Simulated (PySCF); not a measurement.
**SCS-MP2/def2-TZVPPD run of BF (SMILES [B]F)**

Aim: the energy change on altering one bond length of BF at SCS-MP2/def2-TZVPPD, from 2 runs. Input form: a Python script.

The calculation is run with PySCF 2.14.0.

5 further runs of the same task are left out: 5 set aside as unsound or not needed.

### 1 The structure to begin with

The species is BF (2 atoms), meant as a singlet with charge 0. As SMILES, `[B]F`. The shape is that of a GFN2-xTB optimisation.

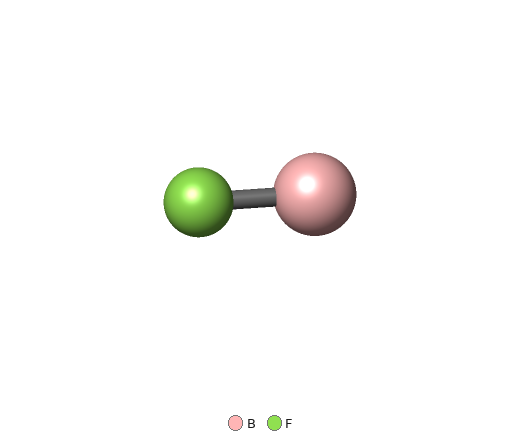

The structure, seen from a chosen angle (boron pink, fluorine green).

### 2 The energy at SCS-MP2/def2-TZVPPD

calc.py

```python
from pyscf import gto, scf, mp

mol = gto.M(
    atom='''
B        0.000000       0.000000       0.000000
F        0.000000       0.000000       1.244390
''',
    verbose=4,
    max_memory=1860,
    basis='def2-tzvppd',
    spin=0,
)

mf = scf.RHF(mol)
mf.conv_tol = 1e-10
mf.kernel()
if not mf.converged:
    mf = mf.newton().run(mf.mo_coeff, mf.mo_occ)

pt = mp.MP2(mf, frozen=2).run()
e_final = mf.e_tot + 1.2 * pt.e_corr_os + pt.e_corr_ss / 3
print('Final energy', e_final)
```

Started as:

```sh
OMP_NUM_THREADS=1 python calc.py
```

Log:

```text
PySCF version 2.14.0

[INPUT] num. atoms = 2
[INPUT] num. electrons = 14
[INPUT] charge = 0
[INPUT] spin (= nelec alpha-beta = 2S) = 0
[INPUT] symmetry False subgroup None
[INPUT] Mole.unit = angstrom
[INPUT] Symbol           X                Y                Z      unit          X                Y                Z       unit  Magmom
[INPUT]  1 B      0.000000000000   0.000000000000   0.000000000000 AA    0.000000000000   0.000000000000   0.000000000000 Bohr   0.0
[INPUT]  2 F      0.000000000000   0.000000000000   1.244390000000 AA    0.000000000000   0.000000000000   2.351556292148 Bohr   0.0

nuclear repulsion = 19.1362631421017
number of shells = 27
number of NR pGTOs = 107
number of NR cGTOs = 77
basis = def2-tzvppd
ecp = {}

******** <class 'pyscf.scf.hf.RHF'> ********
method = RHF
initial guess = minao
damping factor = 0
level_shift factor = 0
DIIS = <class 'pyscf.scf.diis.CDIIS'>
diis_start_cycle = 1
diis_space = 8
diis_damp = 0
SCF conv_tol = 1e-10
SCF conv_tol_grad = None
SCF max_cycles = 50
direct_scf = True
direct_scf_tol = 1e-13
Set gradient conv threshold to 1e-05
Initial guess from minao.
init E= -124.228096280009
  HOMO = -0.295427745616511  LUMO = 0.0558534532663804  gap/eV = 9.55885
cycle= 1 E= -124.12899819787  delta_E= 0.0991  |g|= 0.394  |ddm|= 0.907
  HOMO = -0.428930898236683  LUMO = 0.0568096046109175  gap/eV = 13.21767
cycle= 2 E= -124.153319046252  delta_E= -0.0243  |g|= 0.253  |ddm|= 0.303
  HOMO = -0.409753967869623  LUMO = 0.057731356442405  gap/eV = 12.72092
cycle= 3 E= -124.162213778983  delta_E= -0.00889  |g|= 0.0307  |ddm|= 0.114
  HOMO = -0.401673311920174  LUMO = 0.0579310554344518  gap/eV = 12.50647
cycle= 4 E= -124.162566819242  delta_E= -0.000353  |g|= 0.0073  |ddm|= 0.0562
  HOMO = -0.402542790371239  LUMO = 0.0578265422679377  gap/eV = 12.52729
cycle= 5 E= -124.162590260838  delta_E= -2.34e-05  |g|= 0.00154  |ddm|= 0.0182
  HOMO = -0.402667596212041  LUMO = 0.0578030739969149  gap/eV = 12.53005
cycle= 6 E= -124.162591412296  delta_E= -1.15e-06  |g|= 0.000335  |ddm|= 0.0042
  HOMO = -0.402652723013556  LUMO = 0.05779975724393  gap/eV = 12.52955
cycle= 7 E= -124.162591477017  delta_E= -6.47e-08  |g|= 5.26e-05  |ddm|= 0.000986
  HOMO = -0.402652381745607  LUMO = 0.0577997767835302  gap/eV = 12.52954
cycle= 8 E= -124.16259147808  delta_E= -1.06e-09  |g|= 6.28e-06  |ddm|= 8.38e-05
  HOMO = -0.402652734615931  LUMO = 0.05779981039929  gap/eV = 12.52955
cycle= 9 E= -124.162591478099  delta_E= -1.9e-11  |g|= 8.8e-07  |ddm|= 1.9e-05
  HOMO = -0.402652696335668  LUMO = 0.0577998187101768  gap/eV = 12.52955
Extra cycle  E= -124.1625914781  delta_E= -5.68e-13  |g|= 2.95e-07  |ddm|= 2.9e-06
converged SCF energy = -124.1625914781

******** <class 'pyscf.mp.mp2.RMP2'> ********
nocc = 5, nmo = 75
frozen orbitals 2
E(RMP2) = -124.483187543812  E_corr = -0.320596065711778
E(SCS-RMP2) = -124.478981641821  E_corr = -0.31639016372133
E_corr(same-spin) = -0.0788366713070813
E_corr(oppo-spin) = -0.241759394404697
Final energy -124.47898164182108
```

Run time: 1.1 s. Hardware: 1 thread of Arm Neoverse V2, shared host; peak memory 0.16 GiB.

### 3 The distorted shape

input.xyz

```xyz
2

B      0.000000     0.000000    -0.186610
F      0.000000     0.000000     1.244390
```

job.py

```python
from pyscf import gto, scf, mp

mol = gto.M(
    atom='input.xyz',
    charge=0,
    basis='def2-tzvppd',
    max_memory=1860,
    spin=0,
    verbose=3,
)

mf = scf.RHF(mol)
mf.conv_tol = 1e-10
mf.kernel()
if not mf.converged:
    mf = mf.newton().run(mf.mo_coeff, mf.mo_occ)

pt = mp.MP2(mf, frozen=2).run()
e_final = mf.e_tot + 1.2 * pt.e_corr_os + pt.e_corr_ss / 3
print('E(%s) = %.9f' % ('SCS-MP2', e_final))
```

Started as:

```sh
OMP_NUM_THREADS=1 python job.py
```

Log:

```text
converged SCF energy = -124.139221675415
E(RMP2) = -124.467124042129  E_corr = -0.327902366714281
E(SCS-RMP2) = -124.462909284828  E_corr = -0.32368760941369
E(SCS-MP2) = -124.462909285
```

Wall time 1.1 s (1 thread of Arm Neoverse V2, shared host); peak memory 0.16 GiB.

### 4 Summary of results

At SCS-MP2/def2-TZVPPD, 2 core orbitals frozen:

| quantity | value |
| --- | --- |
| first shape: total energy | -124.47898 Eh |
| first shape: dipole moment (Hartree–Fock density) | 0.98 D |
| first shape: HOMO energy (Hartree–Fock orbitals) | -10.96 eV |
| first shape: LUMO energy (Hartree–Fock orbitals) | 1.57 eV |
| first shape: HOMO–LUMO gap (Hartree–Fock orbitals) | 12.53 eV |
| first shape: correlation energy (2 core orbitals frozen) | -316.4 mEh |
| distorted shape: total energy | -124.46291 Eh |
| distorted shape: dipole moment (Hartree–Fock density) | 0.16 D |
| distorted shape: HOMO energy (Hartree–Fock orbitals) | -11.63 eV |
| distorted shape: LUMO energy (Hartree–Fock orbitals) | 1.56 eV |
| distorted shape: HOMO–LUMO gap (Hartree–Fock orbitals) | 13.19 eV |
| distorted shape: correlation energy (2 core orbitals frozen) | -323.7 mEh |
| energy change with the B1–F2 bond stretched from 1.244 to 1.431 Å | 0.437 eV |

In words: With the B1–F2 bond stretched from 1.244 to 1.431 Å the energy rises by 0.44 eV (10.1 kcal/mol). The first shape isn't relaxed at this level, so the change isn't measured from a minimum.
